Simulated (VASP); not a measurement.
Band structure of Bi2Ni3S2 (space group R-3m). Computed with PBEsol GGA, VASP's PBE PAW potentials (set 64) (plane waves; VASP).

Unless said otherwise, spin-orbit coupling is left out, though it shifts the bands of the heavy elements here.

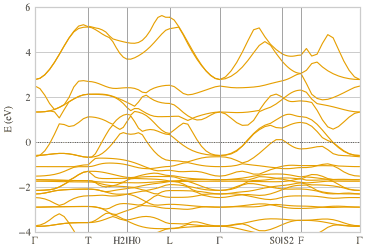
Figure: Bands along high-symmetry lines, zero at the valence-band maximum or, without a gap, the Fermi level

### Question
Read the plot: is there a gap, and where are the band edges?

### Answer
It has no gap at this level: it comes out as a metal or semimetal. (Edges off the drawn lines would not show.)

The structure comes from a computed database's Bi2Ni3S2 entry (R-3m); how it stands against other phases isn't given here. It was relaxed first, which changed the volume by -6 %. The run is not spin-polarised, so no magnetic state was tried.
